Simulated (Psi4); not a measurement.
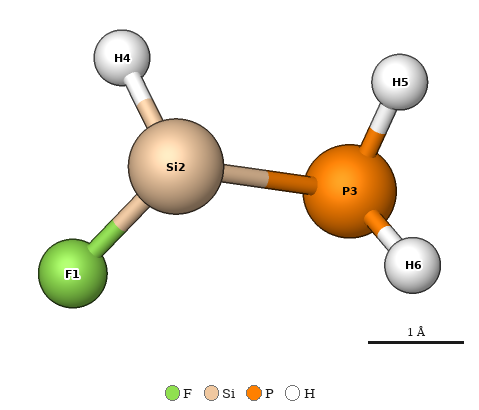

**Figure 1.** The input geometry (ball-and-stick view, seen on its broad side; atoms are numbered from 1 in the order of the input). Bond lengths as drawn: F–Si 1.69 Å, H–P 1.37 to 1.38 Å, H–Si 1.51 Å and P–Si 2.25 Å.

## Single-point calculation, with input and output: SiPH₃F (charge −1)

System: SiPH₃F, charge −1.
Method: wB97X-V/def2-SVPD, RKS (Psi4 1.11).

The geometry comes from this level: GFN2-xTB.

**The input (run_ase.py)**
```python
import numpy as np
from ase.calculators.psi4 import Psi4
from ase import Atoms

mol = Atoms(['F', 'Si', 'P', 'H', 'H', 'H'], positions=[
    [-1.456900, -1.503930, 0.661640],
    [-0.794380, -0.477720, -0.510070],
    [0.796600, 0.637220, 0.633420],
    [0.142930, -1.538260, -1.038220],
    [1.290210, 1.120130, -0.555580],
    [0.021550, 1.762560, 0.808810],
])
calc = Psi4(atoms=mol, method='wb97x-v', basis='def2-SVPD', memory='1600MB', num_threads=1, charge=-1, multiplicity=1, label='fh3psi')
calc.psi4.set_options({'puream': True, 'e_convergence': 1e-09, 'd_convergence': 1e-08, 'scf_type': 'pk', 'dft_radial_points': 99, 'dft_spherical_points': 590})
mol.calc = calc

print(f'energy: {mol.get_potential_energy():.6f} eV')
```

Run on 1 thread of AMD EPYC (Zen 3), 176 GiB of memory available, shared host.

Launch command:
```bash
python run_ase.py
```

**The program's output**
```
=> Loading Basis Set <=

    Name: DEF2-SVPD
    Role: ORBITAL
    Keyword: BASIS

         ---------------------------------------------------------
                                   SCF
                              RKS Reference
                        1 Threads,   1525 MiB Core
         ---------------------------------------------------------

  ==> Geometry <==

    Molecular point group: c1
    Full point group: C1

    Geometry (in Angstrom), charge = -1, multiplicity = 1:

       Center              X                  Y                   Z               Mass
    ------------   -----------------  -----------------  -----------------  -----------------
         F           -1.163426375467    -1.246492749216     0.450109342365    18.998403162730
         SI          -0.500906375467    -0.220282749216    -0.721600657635    27.976926534650
         P            1.090073624533     0.894657250784     0.421889342365    30.973761998420
         H            0.436403624533    -1.280822749216    -1.249750657635     1.007825032230
         H            1.583683624533     1.377567250784    -0.767110657635     1.007825032230
         H            0.315023624533     2.019997250784     0.597279342365     1.007825032230

  Running in c1 symmetry.

  Rotational constants: A =      0.57928  B =      0.12299  C =      0.10659 [cm^-1]
  Rotational constants: A =  17366.26747  B =   3687.17206  C =   3195.37570 [MHz]
  Nuclear repulsion =  141.611045252067555

  Charge       = -1
  Multiplicity = 1
  Electrons    = 42
  Nalpha       = 21
  Nbeta        = 21

  ==> Algorithm <==

  SCF Algorithm Type is PK.
  DIIS enabled.
  MOM disabled.
  Fractional occupation disabled.
  Guess Type is SAD.
  Energy threshold   = 1.00e-09
  Density threshold  = 1.00e-08
  Integral threshold = 1.00e-12

  ==> Primary Basis <==

  Basis Set: DEF2-SVPD
    Blend: DEF2-SVPD
    Number of shells: 41
    Number of basis functions: 95
    Number of Cartesian functions: 101
    Spherical Harmonics?: true
    Max angular momentum: 2

  ==> DFT Potential <==

   => LibXC <=

    Version 7.1.2

   => Composite Functional: WB97X-V <=

    wB97X-V Hyb-GGA Exchange-Correlation Functional

    Deriv               =              1
    GGA                 =           TRUE
    Meta                =          FALSE

    Exchange Hybrid     =           TRUE
    MP2 Hybrid          =          FALSE

   => Exchange-Correlation Functionals <=

    1.0000   wB97X-V range-separated functional

   => Exact (HF) Exchange <=

    0.8330            HF,LR [omega = 0.3000]
    0.1670               HF

   => LibXC Density Thresholds  <==

    XC_HYB_GGA_XC_WB97X_V:  1.00E-14

   => VV10 Non-Local Parameters <=

    VV10 B              =     6.0000E+00
    VV10 C              =     1.0000E-02

   => Molecular Quadrature <=

    Radial Scheme          =       TREUTLER
    Pruning Scheme         =           NONE
    Nuclear Scheme         =       TREUTLER

    Blocking Scheme        =         OCTREE
    BS radius alpha        =              1
    Pruning alpha          =              1
    Radial Points          =             99
    Spherical Points       =            590
    Total Points           =         336912
    Total Blocks           =           2444
    Max Points             =            256
    Max Functions          =             93
    Weights Tolerance      =       1.00E-15

  ==> Integral Setup <==

  Using in-core PK algorithm.
   Calculation information:
      Number of atoms:                   6
      Number of AO shells:              41
      Number of primitives:             73
      Number of atomic orbitals:       101
      Number of basis functions:        95

      Integral cutoff                 1.00e-12
      Number of threads:                 1

  Performing in-core PK
  Using 31197240 doubles for integral storage.
  We computed 353339 shell quartets total.
  Whereas there are 371091 unique shell quartets.

  Computing range-separated integrals for PK
  We computed 353339 wK shell quartets total.
  Whereas there are 371091 wK unique shell quartets.

  ==> DiskJK: Disk-Based J/K Matrices <==

    J tasked:                  Yes
    K tasked:                  Yes
    wK tasked:                 Yes
    Omega:               3.000E-01
    Memory [MiB]:              621
    Schwarz Cutoff:          1E-12

  Cached 50.0% of DFT collocation blocks in 0.397 [GiB].

  Minimum eigenvalue in the overlap matrix is 5.3563125876E-04.
  Reciprocal condition number of the overlap matrix is 7.6304222366E-05.
    Using symmetric orthogonalization.

  ==> Pre-Iterations <==

  SCF Guess: Superposition of Atomic Densities via on-the-fly atomic UHF (no occupation information).

   -------------------------
    Irrep   Nso     Nmo
   -------------------------
     A         95      95
   -------------------------
    Total      95      95
   -------------------------

  ==> Iterations <==

                        Total Energy        Delta E     RMS |[F,P]|

   @RKS iter SAD:  -731.48180660283799   -7.31482e+02   0.00000e+00
   @RKS iter   1:  -732.04556774601224   -5.63761e-01   4.71041e-03 DIIS/ADIIS
   @RKS iter   2:  -732.07339807598350   -2.78303e-02   5.12674e-03 DIIS/ADIIS
   @RKS iter   3:  -732.14858832028290   -7.51902e-02   5.80523e-04 DIIS/ADIIS
   @RKS iter   4:  -732.15027118610601   -1.68287e-03   1.36944e-04 DIIS/ADIIS
   @RKS iter   5:  -732.15053361843047   -2.62432e-04   3.65437e-05 DIIS
   @RKS iter   6:  -732.15056283979050   -2.92214e-05   1.02508e-05 DIIS
   @RKS iter   7:  -732.15056600965545   -3.16986e-06   2.93339e-06 DIIS
   @RKS iter   8:  -732.15056634543919   -3.35784e-07   1.05551e-06 DIIS
   @RKS iter   9:  -732.15056638177077   -3.63316e-08   3.32090e-07 DIIS
   @RKS iter  10:  -732.15056638483065   -3.05988e-09   7.39096e-08 DIIS
   @RKS iter  11:  -732.15056638493934   -1.08685e-10   2.10797e-08 DIIS
   @RKS iter  12:  -732.15056638494445   -5.11591e-12   5.76199e-09 DIIS
  Energy and wave function converged.

  ==> Post-Iterations <==

   Electrons on quadrature grid:
      Ntotal   =   42.0000021459 ; deviation = 2.146e-06

    Orbital Energies [Eh]
    ---------------------

    Doubly Occupied:

       1A    -76.864311     2A    -65.930660     3A    -24.536811
       4A     -6.461534     5A     -5.184179     6A     -4.620666
       7A     -4.618240     8A     -4.615052     9A     -3.540559
      10A     -3.537709    11A     -3.533463    12A     -1.056993
      13A     -0.593639    14A     -0.431604    15A     -0.343126
      16A     -0.332363    17A     -0.317361    18A     -0.294542
      19A     -0.222334    20A     -0.185697    21A     -0.073336

    Virtual:

      22A      0.234772    23A      0.250460    24A      0.266025
      25A      0.273620    26A      0.312012    27A      0.318761
      28A      0.330662    29A      0.340688    30A      0.351123
      31A      0.357355    32A      0.366735    33A      0.395001
      34A      0.406728    35A      0.425904    36A      0.444022
      37A      0.461022    38A      0.478017    39A      0.481116
      40A      0.496969    41A      0.512200    42A      0.523374
      43A      0.531870    44A      0.547376    45A      0.554628
      46A      0.562469    47A      0.581321    48A      0.592318
      49A      0.630795    50A      0.679857    51A      0.686113
      52A      0.748137    53A      0.812427    54A      0.835760
      55A      0.844426    56A      0.886627    57A      0.908769
      58A      0.920435    59A      0.934226    60A      0.947349
      61A      0.974440    62A      0.988639    63A      0.992839
      64A      1.005610    65A      1.038094    66A      1.085716
      67A      1.141232    68A      1.172651    69A      1.179771
      70A      1.215995    71A      1.250510    72A      1.256523
      73A      1.276891    74A      1.333423    75A      1.400193
      76A      1.417449    77A      1.427192    78A      1.787040
      79A      1.826817    80A      1.901079    81A      2.000170
      82A      2.066527    83A      2.073451    84A      2.097866
      85A      2.112720    86A      2.149447    87A      2.416668
      88A      2.476003    89A      2.552926    90A      2.591163
      91A      3.657838    92A      3.669806    93A      3.692211
      94A      3.706576    95A      3.802267

    Final Occupation by Irrep:
              A
    DOCC [    21 ]
    NA   [    21 ]
    NB   [    21 ]

  @RKS Final Energy:  -732.15056638494445

   => Energetics <=

    Nuclear Repulsion Energy =            141.6110452520675551
    One-Electron Energy =               -1304.8924887576208675
    Two-Electron Energy =                 472.3321505728470697
    DFT Exchange-Correlation Energy =     -41.3733960817768320
    Empirical Dispersion Energy =           0.0000000000000000
    VV10 Nonlocal Energy =                  0.1721226295387971
    Total Energy =                       -732.1505663849444545

Computation Completed

Properties will be evaluated at   0.000000,   0.000000,   0.000000 [a0]

Properties computed using the SCF density matrix

 Multipole Moments:

 ------------------------------------------------------------------------------------
     Multipole            Electronic (a.u.)      Nuclear  (a.u.)        Total (a.u.)
 ------------------------------------------------------------------------------------

 L = 1.  Multiply by 2.5417464519 to convert [e a0] to [Debye]
 Dipole X            :         -1.7656418            2.2727521            0.5071103
 Dipole Y            :         -1.9911581            2.3323137            0.3411556
 Dipole Z            :          2.6528607           -2.1593276            0.4935331
 Magnitude           :                                                    0.7855717

 ------------------------------------------------------------------------------------

	total time  =        154 seconds =       2.57 minutes
```

**Standard output**
```
energy: -19922.831690 eV
```

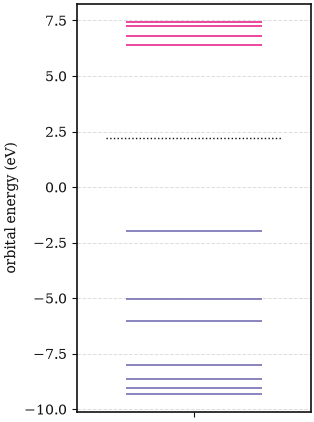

**Figure 2.** Orbital energies near the frontier; the dotted line parts filled from empty levels, and levels within 0.02 eV of each other stand side by side. Highest filled −2.00 eV, lowest empty 6.39 eV, 8.39 eV apart.

**Key numbers**

```tsv
quantity	value
outcome	converged
total energy	−732.150566 hartree
basis functions	95
HOMO	−2.00 eV
LUMO	6.39 eV
wall time	2.6 min
peak memory	0.87 GiB
```
